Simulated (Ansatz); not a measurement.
**H₂Br (doublet): one geometry, many settings at distance H1–H2 along a hydrogen transfer = 0.745 Å**

Aim: run H₂Br (doublet) at one geometry under a spread of methods and options, and see what each costs and gives.

Method: the settings change from run to run; program: Ansatz 0.2.0, Gaussian basis.

7 further runs of the same task are left out: 6 that didn't finish, 1 set aside as unsound or not needed.

## Step 1: The system

The geometry derives from fragments relaxed apart (PBE0/def2-TZVP) and kept rigid, so it is no stationary point. A hydrogen atom is moved between rigid fragments. No spin-orbit coupling is included. The filled d shell of Br may be among the frozen orbitals whatever the setting's name suggests; the logs give the count.

3 atoms, charge 0, spin multiplicity 2.

Atoms are counted from 1 here; the program's logs count them from 0.

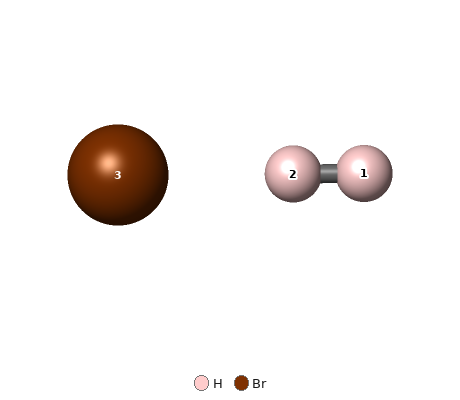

The geometry (hydrogen pink, bromine brown); atoms are numbered from 1 in the order of the file.

## Step 2: BCCD on ROHF/6-31G

The input, in.yaml:

```yaml
crystal:
  periodic: [false, false, false]
  atoms:
    - {symbol: H, position_ang: [0.000000, 0.000000, -1.112000]}
    - {symbol: H, position_ang: [0.000000, 0.000000, -0.367000]}
    - {symbol: Br, position_ang: [0.000000, 0.000000, 1.479000]}
basis:
  gaussian: {orbitals: 6-31G}
magnetization: {spin_polarized: false, initial_magnetization: 1}
correlation: {method: bccd, electrons: outside_noble_gas}
```

Command:

```console
$ ansatz run in.yaml --threads 1 --pin off --events-out ev --progress --plain --max-ram 2393MiB
```

Standard output, shortened:

```text
Functional definition: HF
  name "HF"
  cite "Fock, Z. Phys. 61, 126 (1930) doi:10.1007/BF01340294"
  parent pbe
[...]
323 factors; integrals over basis functions are off by at most 1.1e-3 eV
[...]
mean field -70018.70113123 eV, -2573.1398061924 hartree, gradient 2.1e-6 eV, S^2 0.750000; 9 other end points of the search recorded, 0 dependent functions left out
[...]
determinant -70018.70113123 eV, -2573.1398061924 hartree, with singles and doubles -70020.34875505 eV, -2573.2003552512 hartree
determinant -70018.06639146 eV, -2573.1164799362 hartree, with singles and doubles -70019.57090985 eV, -2573.1717699671 hartree
14 core orbitals not correlated: weight in the atoms' cores, before any rotation towards them, 1.000 or more for the frozen orbitals, at most 0.000 for the correlated occupied ones
reference -70018.70113123 eV, -2573.1398061924 hartree; 5, 4 occupied and 14, 15 virtual orbitals, 323 factors
second order -1.26292382 eV of doubles, -0.04135985 eV of singles
cycle   1  -1.66128885 eV  change   -1.9e-1 eV  update   1.0e-2
[...]
cycle   8  -1.66528499 eV  change   -4.5e-6 eV  update   3.7e-6
Total energy: -70020.36641622 eV, -2573.2010042869 hartree
```

Wall time 1.5 s (1 thread of Arm Neoverse V1, shared host).

From the report: correlation -1.6653 eV; largest double amplitude 0.05.

## Step 3: CISD/6-31G

in.yaml, as its differences from that of step 2:

```diff
@@ -9,2 +9,3 @@
 magnetization: {spin_polarized: false, initial_magnetization: 1}
-correlation: {method: bccd, electrons: outside_noble_gas}
+correlation: {active_space: {ras: {orbitals: [4, 1, 14], electrons: 9, max_holes: 2, max_particles: 2}, fixed_orbitals: true}}
+scf: {lower_state_search: off}
```

The command is unchanged.

Standard output:

```text
Functional definition: HF
  name "HF"
  cite "Fock, Z. Phys. 61, 126 (1930) doi:10.1007/BF01340294"
  parent pbe
  exchange = exact_x
  correlation = 0
these checks for a lower state are left out or cut short: stability, starts, cluster_reference, orbital_swaps, neighbouring_geometries, increment
323 factors; integrals over basis functions are off by at most 1.1e-3 eV
mean field evaluation 1: about -70018.0179 eV, gradient 7.8e0 eV
mean field evaluation 2: about -70018.0335 eV, gradient 7.8e0 eV
mean field evaluation 4: about -70018.6743 eV, gradient 1.3e0 eV
mean field evaluation 8: about -70018.7010 eV, gradient 1.0e-1 eV
mean field -70018.70113123 eV, -2573.1398061924 hartree, gradient 2.1e-6 eV, S^2 0.750000; 0 other end points of the search recorded, 0 dependent functions left out
reference -70018.70113123 eV, -2573.1398061924 hartree; 19, 18 occupied and 14, 15 virtual orbitals, 323 factors
state -70020.33158183 eV, -2573.1997241470 hartree
Total energy: -70020.33158183 eV, -2573.1997241470 hartree
Checks for a lower state left out: stability, starts, cluster_reference, orbital_swaps, neighbouring_geometries, increment
```

Run time: 1.1 s. Hardware: 1 thread of Arm Neoverse V1, shared host.

From the report: 2,408 determinants.

## Step 4: CISDT/6-31G

The input, in.yaml:

```yaml
crystal:
  periodic: [false, false, false]
  atoms:
    - {symbol: H, position_ang: [0.000000, 0.000000, -1.112000]}
    - {symbol: H, position_ang: [0.000000, 0.000000, -0.367000]}
    - {symbol: Br, position_ang: [0.000000, 0.000000, 1.479000]}
basis:
  gaussian: {orbitals: 6-31G, point_charges: [{charge: -0.50, position_ang: [2.637, -0.510, 0.233]}]}
magnetization: {spin_polarized: false, initial_magnetization: 1}
hamiltonian: {pseudopotentials: {relativity: none}}
correlation: {active_space: {ras: {orbitals: [4, 1, 14], electrons: 9, max_holes: 3, max_particles: 3}, fixed_orbitals: true}}
accuracy: high
```

The command is unchanged.

Standard output:

```text
Functional definition: HF
  name "HF"
  cite "Fock, Z. Phys. 61, 126 (1930) doi:10.1007/BF01340294"
  parent pbe
  exchange = exact_x
  correlation = 0
484 factors; integrals over basis functions are off by at most 3.7e-9 eV
mean field evaluation 1: about -70018.0297 eV, gradient 7.8e0 eV
mean field evaluation 2: about -70018.0324 eV, gradient 7.8e0 eV
mean field evaluation 4: about -70018.6805 eV, gradient 1.3e0 eV
mean field evaluation 8: about -70018.7133 eV, gradient 2.9e-2 eV
mean field evaluation 16: about -70018.4746 eV, gradient 2.2e0 eV
mean field evaluation 32: about -70018.0621 eV, gradient 5.0e-2 eV
mean field -70018.71334451 eV, -2573.1402550222 hartree, gradient 4.4e-8 eV, S^2 0.750000; 10 other end points of the search recorded, 0 dependent functions left out
reference -70018.71334451 eV, -2573.1402550222 hartree; 19, 18 occupied and 14, 15 virtual orbitals, 484 factors
state -70020.36876950 eV, -2573.2010907684 hartree
Total energy: -70020.36876950 eV, -2573.2010907684 hartree
```

It took 2.7 s on 1 thread of Arm Neoverse V1, shared host.

From the report: 154,439 determinants.

## Step 5: BCCD(T) on ROHF/aug-cc-pVDZ

The input, in.yaml:

```yaml
crystal:
  periodic: [false, false, false]
  atoms:
    - {symbol: H, position_ang: [0.000000, 0.000000, -1.112000]}
    - {symbol: H, position_ang: [0.000000, 0.000000, -0.367000]}
    - {symbol: Br, position_ang: [0.000000, 0.000000, 1.479000]}
basis:
  gaussian: {orbitals: aug-cc-pVDZ}
magnetization: {spin_polarized: false, initial_magnetization: 1}
correlation: {method: bccd_t, electrons: outside_noble_gas}
```

Same command.

Standard output, shortened:

```text
Functional definition: HF
  name "HF"
  cite "Fock, Z. Phys. 61, 126 (1930) doi:10.1007/BF01340294"
  parent pbe
[...]
559 factors; integrals over basis functions are off by at most 9.0e-4 eV
[...]
mean field -70027.72507853 eV, -2573.4714301391 hartree, gradient 1.1e-6 eV, S^2 0.750000; 7 other end points of the search recorded, 0 dependent functions left out
[...]
determinant -70027.72507853 eV, -2573.4714301391 hartree, with singles and doubles -70032.17398027 eV, -2573.6349242624 hartree
determinant -70027.10084929 eV, -2573.4484901378 hartree, with singles and doubles -70031.44702433 eV, -2573.6082091243 hartree
14 core orbitals not correlated: weight in the atoms' cores, before any rotation towards them, 1.000 or more for the frozen orbitals, at most 0.000 for the correlated occupied ones
reference -70027.72507853 eV, -2573.4714301391 hartree; 5, 4 occupied and 35, 36 virtual orbitals, 559 factors
second order -3.75038349 eV of doubles, -0.08162898 eV of singles
cycle   1  -4.43870974 eV  change   -1.6e-1 eV  update   1.6e-2
[...]
cycle   9  -4.44367919 eV  change   -5.2e-7 eV  update   4.2e-6
perturbative correction -0.08023500 eV, -0.0029485817 hartree
Total energy: -70032.24899272 eV, -2573.6376809191 hartree
```

It took 4.3 s on 1 thread of Arm Neoverse V1, shared host.

From the report: correlation -4.5239 eV; largest double amplitude 0.04.

## Step 6: The runs in one table

Where basis and cores are those of an earlier FCI/6-31G run (-70020.3842 eV), and the state is the same kind, the miss against it is given.

```csv
level,correlated,functions,energy (eV),from FCI (meV),time
BCCD on ROHF/6-31G,outside noble gas,33,-70020.3664,17.8,1.5 s
CISD/6-31G,outside noble gas,33,-70020.3316,52.6,1.1 s
CISDT/6-31G (beside a point charge),outside noble gas,33,-70020.3688,,2.7 s
BCCD(T) on ROHF/aug-cc-pVDZ,outside noble gas,54,-70032.2490,,4.3 s
```

## Step 7: Summary of results

```
quantity                               value
    runs                                   4
quickest                   CISD/6-31G, 1.1 s
 slowest  BCCD(T) on ROHF/aug-cc-pVDZ, 4.3 s
```

What this shows: Total energies in different bases, with other cores or another treatment of relativity can't be set against each other. BCCD(T) on ROHF/aug-cc-pVDZ took 4 times as long as CISD/6-31G; the jobs differ in more than the method. Among the correlated runs with a miss given, it spans +18 to +53 meV.
